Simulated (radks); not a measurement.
**Ag: atomic calculation**

System: atomic silver (Ag) in the configuration [Kr] 4d10 5s1 (high spin).
Method: scalar-relativistic Kohn-Sham, r2SCAN, spin-polarised, spherical densities, finite nucleus (the in-house radial solver radks).

### Summary

- outcome: converged
- total energy: −5316.6756 hartree
- kinetic energy: 5523.4783 hartree
- electron–nucleus energy: −12851.5400 hartree
- Hartree energy: 2161.0259 hartree
- exchange–correlation energy: −149.639788 hartree
- radius at density 0.001 e/bohr³: 4.25 bohr
- SCF iterations: 13
- hardware: 1 CPU thread, shared host

### Input
```
Z 47
configuration [Kr] 4d10 5s1
relativity scalar-relativistic
functional r2scan,r2scan
spin polarised
nucleus finite rms 4.5454 fm
c 137.035999084
```

Energies in input and log are in hartree, lengths in bohr (the nuclear radius in fm).

### The program's output
```
1s      1   1.0000        -932.67488084
2s      1   1.0000        -137.83546124
2p      1   3.0000        -123.52853030
3s      1   1.0000         -25.47900769
3p      1   3.0000         -20.74151803
3d      1   5.0000         -13.28860378
4s      1   1.0000          -3.58627565
4p      1   3.0000          -2.21417993
4d      1   5.0000          -0.28356568
5s      1   1.0000          -0.18229908
1s      2   1.0000        -932.67421688
2s      2   1.0000        -137.83631422
2p      2   3.0000        -123.52899662
3s      2   1.0000         -25.47851830
3p      2   3.0000         -20.74108794
3d      2   5.0000         -13.28862329
4s      2   1.0000          -3.58730182
4p      2   3.0000          -2.21496892
4d      2   5.0000          -0.27562799
5s      2   0.0000          -0.12721416
Etot -5316.675574461483
Ekin 5523.478336470882
Encl -12851.539972907667
Eh 2161.025850252611
Exc -149.6397882773078
err 3.263889313546619e-06
it 13
```

### Slater integrals of the outer shells (hartree)

```
 integral   value
F0(5s,5s)  0.2894
F0(5s,4d)  0.3599
G2(5s,4d)  0.0588
F0(5s,4p)  0.3732
G1(5s,4p)  0.0182
F0(5s,4s)  0.3756
G0(5s,4s)  0.0118
F0(4d,4d)  0.6455
```

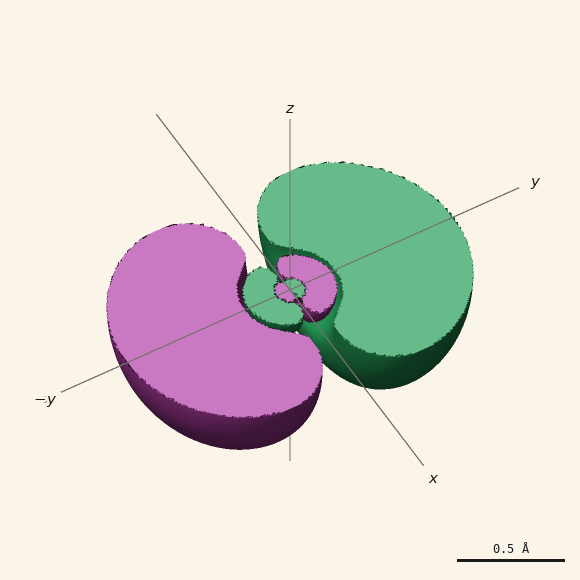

**Figure 1.** One occupied orbital of down spin is shown. The surface of constant |ψ| that holds about 90 % of the electron is drawn, green where ψ is positive and pink where it is negative, with the half in front of the xy plane cut away and the cut face painted. The radial function comes from the spherical calculation and is multiplied by a real spherical harmonic; the overall sign is chosen so that the largest lobe of P(r) is positive; at the scalar-relativistic level it is the large component. It is 4p(y) of down spin. It has the nodal plane xz and 2 radial nodes, at r = 0.139 and 0.444 bohr. The outermost maximum of P² lies at 0.878 bohr, ⟨r⟩ = 1.00 bohr, 90 % of the charge lies within 1.48 bohr, and the eigenvalue is −60.3 eV, with 3 electrons in the shell for this spin.

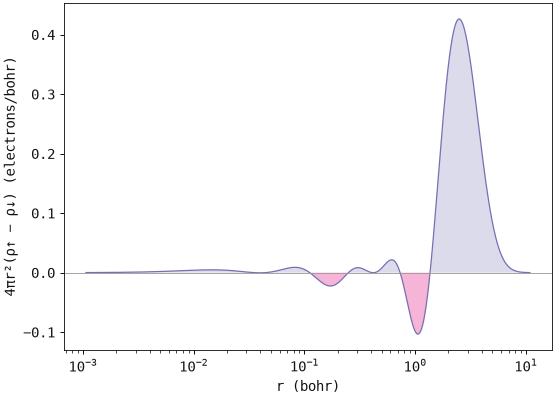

**Figure 2.** The radial spin density. The curve integrates to 1 unpaired electron, held by 5s (+1). Its largest value, 0.426 electrons/bohr, lies near r = 2.5 bohr. Regions of the opposite sign hold 0.043 electrons in all, from the polarisation of filled shells.

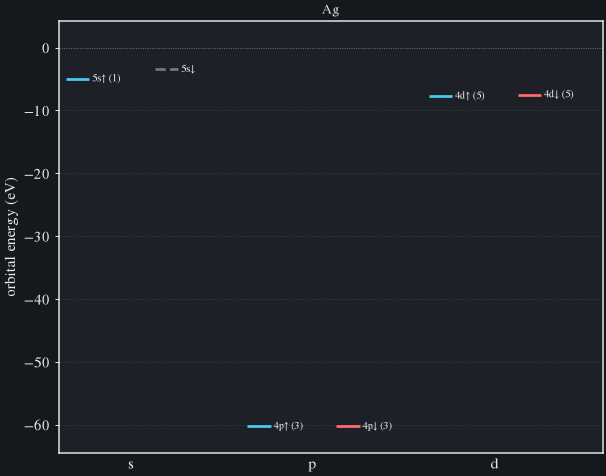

**Figure 3.** The outer levels are drawn by angular momentum (occupations in brackets, up spins at the left of each column and down spins at the right, empty levels dashed). The highest occupied level is 5s up at −4.96 eV. The highest 3 occupied levels, from the top down, are 5s up (−4.96 eV), 4d down (−7.50 eV), 4d up (−7.72 eV). The lowest empty level drawn is 5s down at −3.46 eV. The largest exchange splitting (down less up) among the shells drawn in both spins is that of 5s, 1.50 eV.
